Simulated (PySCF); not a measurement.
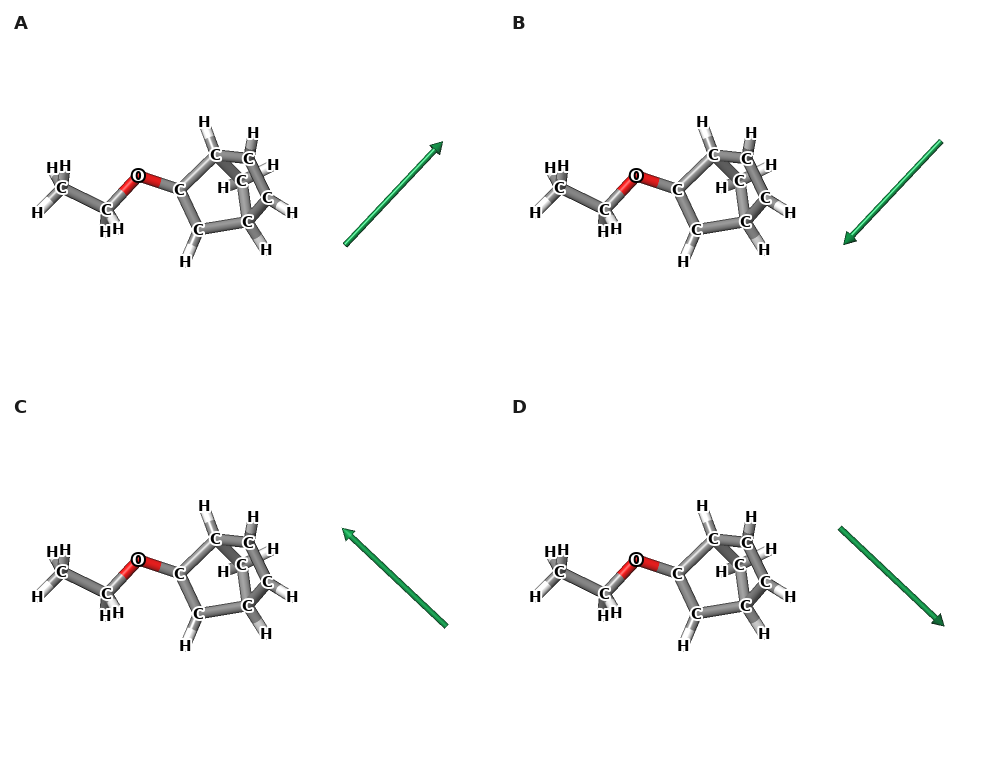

The same molecule four times, each with an arrow. The geometry was computed by an optimisation with GFN2-xTB. No frequency run is at hand to confirm it as a minimum. Level of theory: PBE0/pcSseg-1, gas phase (PySCF 2.14.0).

Question: Which arrow points along the dipole moment, from the negative to the positive end?

Answer: B. The dipole moment is 1.12 D.
